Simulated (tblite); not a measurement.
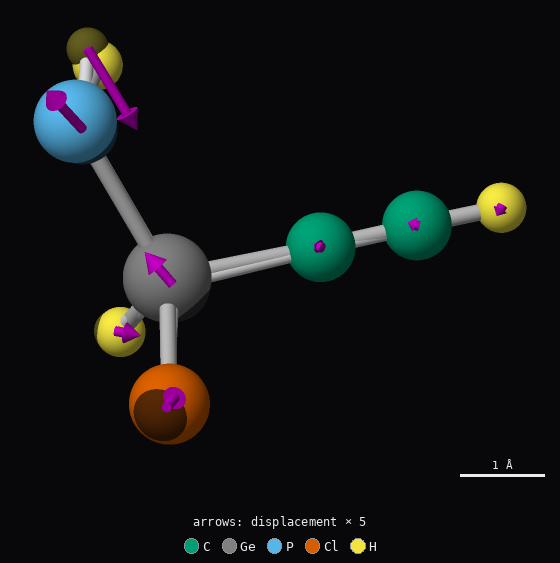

A relaxation of C2H3ClGeP (multiplicity 2). The starting structure is drawn faded, the final one solid; purple arrows show the displacements, 5 times their true length. The two geometries are superimposed by the best rigid fit.

The picture is a ball-and-stick view, seen at a tilt.

Level of theory: tblite 0.8.0, GFN2-xTB geometry optimisation, gas phase. 

What happened in the run?

Answer. Over 29 geometry steps the energy falls by 27.2 kJ/mol. The largest move after the best rigid fit is that of an H atom, 0.23 Å. By element the largest moves are H 0.23 Å, P 0.18 Å, Cl 0.11 Å, Ge 0.10 Å, C 0.03 Å. Some distances before and after: Ge–P 2.251 → 2.308 Å, Cl–Ge 2.165 → 2.113 Å, C–Ge 1.884 → 1.921 Å, Ge–H 1.556 → 1.532 Å. Among the angles between lasting bonds that change: Ge–P–H 109.6° → 90.9°, P–Ge–H 108.7° → 116.4°, C–Ge–H 109.3° → 104.4°.
